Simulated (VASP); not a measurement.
Band structure of Yb (space group Fm-3m). These are PBE GGA, VASP's PBE PAW potentials (set 64) (plane waves; VASP) values and carry that method's errors.

The 4f electrons are frozen in the core of the lanthanide potential, so 4f levels, which can set the real gap, and their magnetism are missing.

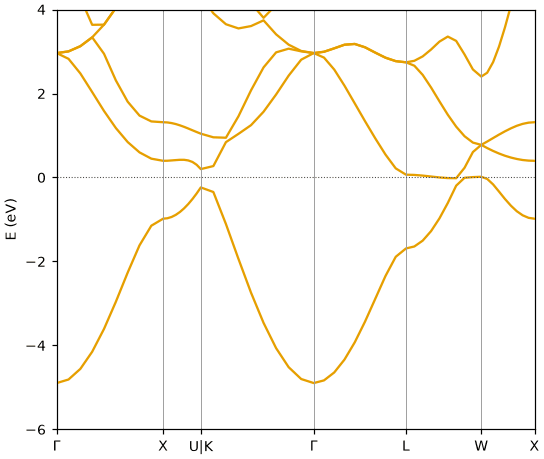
Fig. 1. Bands along high-symmetry lines, zero at the valence-band maximum or, without a gap, the Fermi level

**Question.** Read the plot: is there a gap, and where are the band edges?

**Answer.** It has no gap at this level: it comes out as a metal or semimetal.

The structure comes from a computed database's Yb entry; how it stands against other phases isn't given here. The cell was not relaxed at this level.
